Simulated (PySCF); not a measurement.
# C$_{4}$H$_{8}$O, SMILES `C1CCOC1`: electronic structure

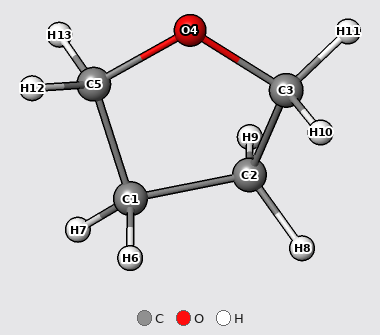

The molecule, with its atoms numbered as below. No frequency check shows the geometry to be a minimum.

Coordinates in Å:

```
C1       0.7368    0.9902    0.2252
C2      -0.7222    1.0006   -0.2249
C3      -1.1561   -0.4219    0.1297
O4      -0.0100   -1.2459    0.0004
C5       1.1506   -0.4379   -0.1305
H6       0.8001    1.1451    1.3030
H7       1.3492    1.7350   -0.2776
H8      -1.3241    1.7535    0.2785
H9      -0.7833    1.1572   -1.3026
H10     -1.5149   -0.4722    1.1674
H11     -1.9386   -0.8091   -0.5285
H12      1.9277   -0.8366    0.5274
H13      1.5087   -0.4925   -1.1683
```

### 1. Bonding charge

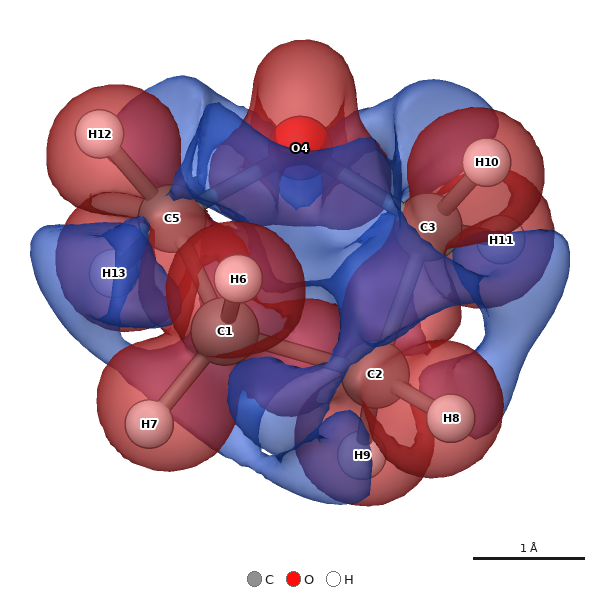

Deformation density (molecule less spherical, spin-averaged free atoms at the same positions), surfaces at ±0.05 e/Å³; red: gain, blue: loss.

Level of theory: ωB97X/aug-cc-pVDZ (PySCF), at a geometry from GFN2-xTB.

Question: Describe the bonding that the map shows.

Answer: C5–H12 and C3–H11: +0.75 e/Å³ at the bond critical point (bond length 1.09 Å). C3–H10 and C5–H13: +0.74 e/Å³ at the bond critical point (bond length 1.10 Å). C1–H7 and C2–H8: +0.70 e/Å³ at the bond critical point (bond length 1.09 Å). C1–H6 and C2–H9: +0.70 e/Å³ at the bond critical point (bond length 1.09 Å). C2–C3 and C1–C5: +0.49 e/Å³ at the bond critical point (bond length 1.53 Å). C1–C2: +0.45 e/Å³ at the bond critical point (bond length 1.53 Å). C3–O4 and O4–C5: +0.10 e/Å³ at the bond critical point (bond length 1.42 Å); up to 0.6 Å beside the axis the gain reaches +0.32 e/Å³. In all, 3.1 electrons gather in the regions of gain relative to the promolecule. A small or negative value marks a very polar bond, one between electron-rich atoms, whose free-atom densities already overlap strongly, a long bond to a heavier atom, or a closed-shell contact such as a hydrogen bond.

### 2. Bond critical points

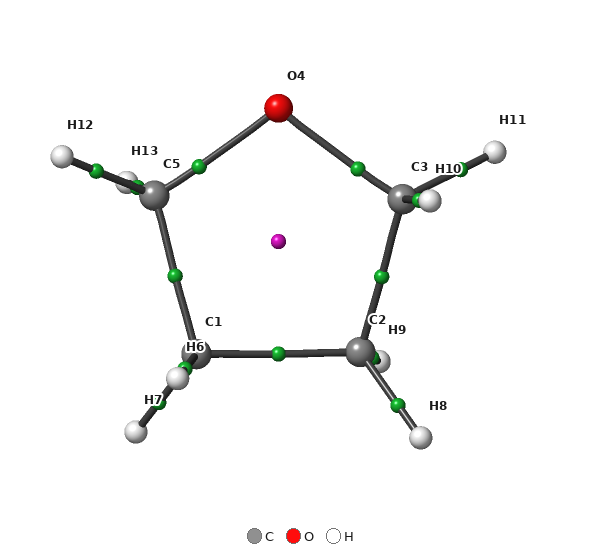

Molecular graph of the electron density (QTAIM): bond paths, bond critical points (green), ring points (magenta, if any); weak paths are dashed.

Question: How many critical points of each kind are there, and does the count close?

Answer: 13 nuclei, 13 bond, 1 ring and 0 cage critical points: 13 − 13 + 1 − 0 = 1, as the Poincaré–Hopf relation requires.

Question: What does the calculation give at each kind of bond critical point?

Answer:
```
            bond  length (Å)  ρ (a.u.)  ∇²ρ (a.u.)     ε  H (a.u.)
C5–H12 (2 alike)       1.093     0.282       −1.04  0.04    −0.301
C3–H10 (2 alike)       1.099     0.279       −1.01  0.04    −0.293
 C1–H7 (2 alike)       1.087     0.277       −1.00  0.00    −0.295
 C1–H6 (2 alike)       1.091     0.277       −0.98  0.00    −0.293
 C3–O4 (2 alike)       1.417     0.256       −0.50  0.02    −0.348
 C2–C3 (2 alike)       1.529     0.247       −0.55  0.03    −0.196
           C1–C2       1.527     0.242       −0.52  0.02    −0.190
```

Question: What kind of interaction is C3–O4?

Answer: Shared-shell (covalent): ρ = 0.256, ∇²ρ = −0.50, H = −0.348 a.u.

### 3. Local ionisation energy

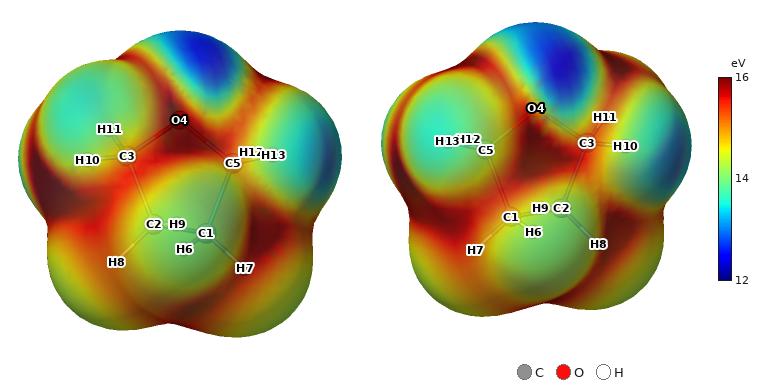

Average local ionisation energy on the surface of electron density 0.001 a.u. (back view left, front view right).

Question: Where are the most loosely bound electrons on this surface?

Answer: The lowest value is 12.4 eV, 1.9 Å from O4. Further minima include 13.1 eV, 1.4 Å from H10; 13.6 eV, 1.4 Å from H11, and at like points elsewhere. For comparison, the highest occupied orbital lies at −9.5 eV.

### 4. Excited states

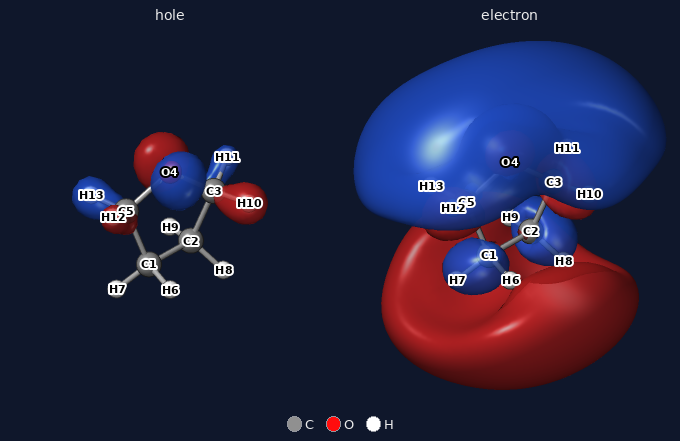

Leading natural transition orbital pair of S₄ (TDA singlet states); the surfaces enclose about 70 % of each orbital's density.

Method: B3LYP/def2-SVPD; geometry: GFN2-xTB; program: PySCF.

Question: Give its energy and the atoms that hole and electron lie on.

Answer: 7.32 eV (169 nm), f = 0.004, diffuse (Rydberg-like) orbital; the leading pair carries 100 %; hole on O4 (57 %), C3 and C5 (9 % each) and H10 and H13 (7 % each), electron on O4 (13 %), H7 and H8 (12 % each) and H6, H9, H11 and H12 (8 % each) (atom shares of so diffuse an orbital are rough); their centroids lie 1.2 Å apart. In canonical orbitals it is mainly HOMO → LUMO+3 (96 %). The HOMO–LUMO gap is 7.26 eV.

### 5. Removing or adding an electron

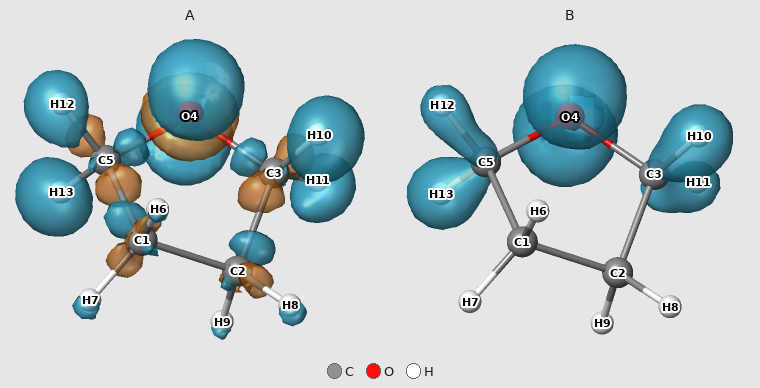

The Fukui function f⁻ from two separate SCF calculations and the density of the HOMO, at ±0.04 e/Å³ (light blue positive, orange negative).

Method: PBE/6-311+G**; geometry: GFN2-xTB; program: PySCF.

Question: Which panel is which, and how good is the frozen-orbital picture?

Answer: A is f⁻ (it has negative regions), B the HOMO density. The HOMO lies on O4 (58 %), C3 and C5 (9 % each) and H10 and H13 (6 % each); f⁻ (Hirshfeld-condensed) is largest on O4 (0.27); the vertical ionisation energy is 9.09 eV (the stability of the cation's solution wasn't checked). Relaxation shifts 34 % of the electron between atoms. The orbital energy is −5.45 eV.

### 6. Magnetic shielding

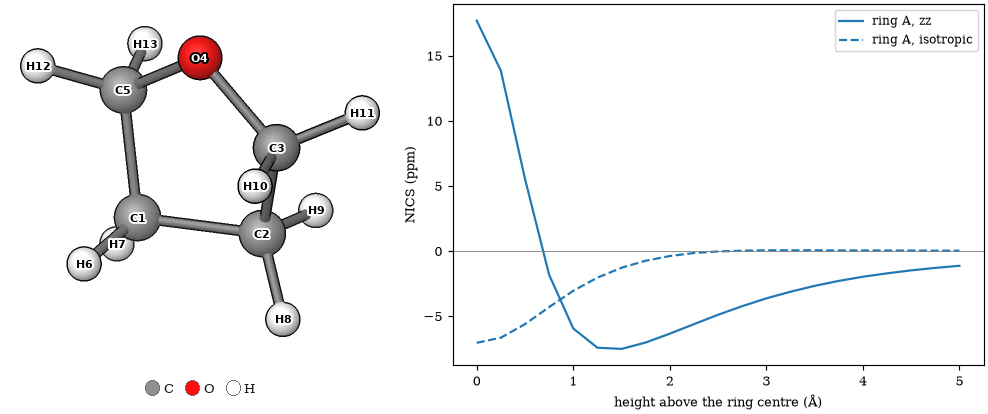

GIAO NICS scans along the ring normals; ring A: 5-membered ring C1/C2/C3/O4/C5.

Method: B3LYP/cc-pVDZ; geometry: GFN2-xTB; program: PySCF.

Question: Read the scans.

Answer: Ring A is neither clearly shielded nor deshielded above its centre; its σ bonds alone give such values, so they don't measure π aromaticity: NICSzz reaches +17.7 ppm at 0.00 Å; NICS(0) = −7.0, NICS(1) = −3.1, NICS(1)zz = −6.0 ppm.

### 7. Stretching a bond

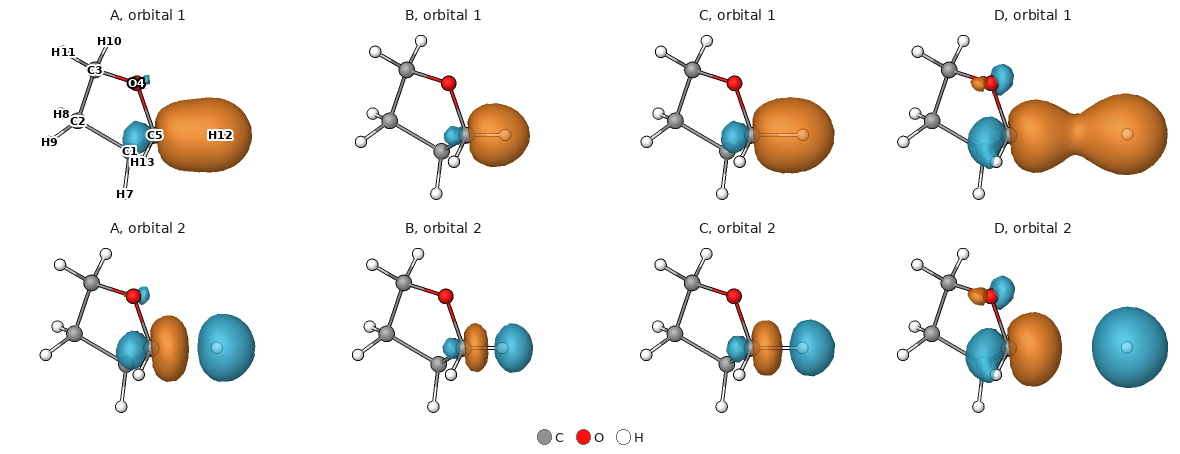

Rigid stretch of the C5–H12 bond. The two CASSCF(2,2) natural orbitals nearest half filling (orbital 1 the more occupied).

Computed with PySCF, def2-SVP basis, geometry: GFN2-xTB.

Question: The columns are at 0.98, 1.28, 1.66 and 3.00 Å, in some order. Assign them, and give the occupations.

Answer: A: 1.66 Å, occupations 1.91 and 0.09. B: 0.98 Å, occupations 1.99 and 0.01. C: 1.28 Å, occupations 1.97 and 0.03. D: 3.00 Å, occupations 1.30 and 0.70.

Question: Where does the UHF solution part from RHF?

Answer: Between 1.44 Å (⟨S²⟩ = 0, the two coincide) and 1.66 Å (⟨S²⟩ = 0.04); at 3.00 Å ⟨S²⟩ is 0.99 and UHF lies 3.3 eV below RHF.

Question: How much energy does the stretch cost?

Answer: By CASSCF, 4.1 eV from the lowest point of the scan (1.07 Å) to 3.00 Å; RHF gives 7.0 eV from its own lowest point. The fragments aren't relaxed and dynamic correlation is missing, so this isn't a bond dissociation energy.

The PySCF runs shown took 13 s, 2.4 min, 63 s, 17 s and 3.6 min on 1 thread of Intel(R) Xeon(R) 6975P-C (Granite Rapids) (shared host).
